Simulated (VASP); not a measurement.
Band structure of TiTe$_{2}$ (relaxed from the pyrite structure, space group Pa-3). Calculation: r2SCAN meta-GGA, VASP's PBE PAW potentials (set 64) (plane waves; VASP).

Unless said otherwise, spin-orbit coupling is left out, though it shifts the bands of the heavy elements here.

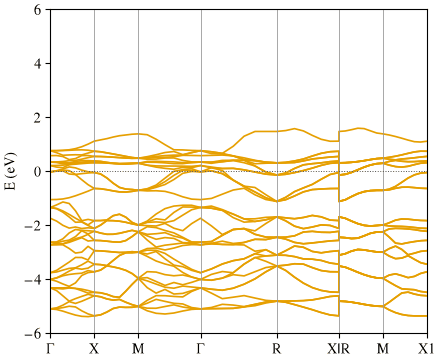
Fig. 1. Bands along high-symmetry lines, zero at the valence-band maximum or, without a gap, the Fermi level

Q: Read the plot: is there a gap, and where are the band edges?

A: It has no gap at this level: it comes out as a metal or semimetal.

The structure was generated: TiTe2 was put into the pyrite type (Pa-3), which need not be its known phase. It was relaxed first, which changed the volume by -19 %.
